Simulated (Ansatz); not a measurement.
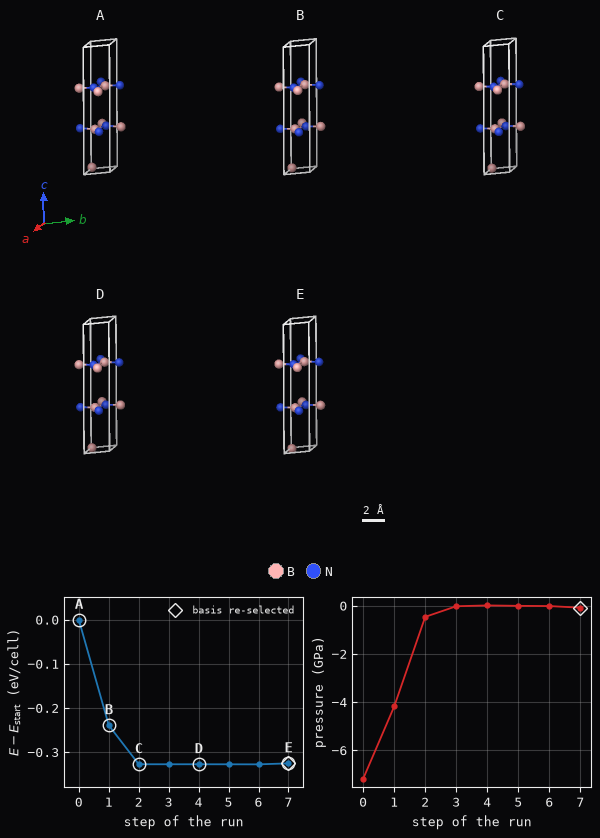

Frames of a relaxation of crystalline B$_{3}$N$_{2}$ (built on the A-type sesquioxide_164 type) (coarse preliminary run), marked on the history of the run. The picture is a ball-and-stick view of the cell of the calculation, seen slightly off an axis.

These are results of DFT PBE, scalar-relativistic, plane waves, PAW in Ansatz, not measurements. (plane-wave cutoff 420 eV; k-point mesh 12 × 12 × 2; occupations gaussian; smearing width 0.1 eV; no spin polarisation; cell and atoms relaxed; force threshold 0.015 eV/Å; at most 120 steps)

Describe the path.

Answer. After 6 accepted moves (7 points after the start) the energy has fallen by 0.325 eV per cell of the calculation. The largest force component goes from 2.1 to 0.0011 eV/Å. The pressure goes from −7.18 to −0.08 GPa. At 1 point the geometry stayed and the basis and grid were re-selected for the new cell (energy shift of 2.2 meV per cell of the calculation at most each time). The atom that moves furthest relative to the cell is a B atom (0.22 Å along [2 0 −1]). Largest moves by element: B 0.22 Å, N 0.12 Å. The drawn cell changes as follows: a 2.513 → 2.473 Å (−1.6 %), b 2.532 → 2.473 Å (−2.3 %), c 12.332 → 12.489 Å (+1.3 %), β 89.1° → 89.2°; the volume changes by −2.6 %. Near-neighbour distances that change, for instance: B–N 1.520 → 1.428 Å, B–N 1.438 → 1.428 Å. Bond angles that change, for instance: N–B–N 124.8° → 120.0°, B–N–B 124.8° → 120.0°, N–B–N 117.1° → 120.0°. The space group stays P1 (No. 1). From step 0 to 1: a B atom moves most (0.10 Å), volume −1.6 %, energy −0.239 eV per cell of the calculation. From step 1 to 2: an N atom moves most (0.04 Å), volume −1.4 %, energy −88.3 meV per cell of the calculation. From step 2 to 4: a B atom moves most (0.06 Å), volume +0.5 %, energy 0.0 meV per cell of the calculation. From step 4 to 7: a B atom moves most (0.07 Å), energy +2.0 meV per cell of the calculation.
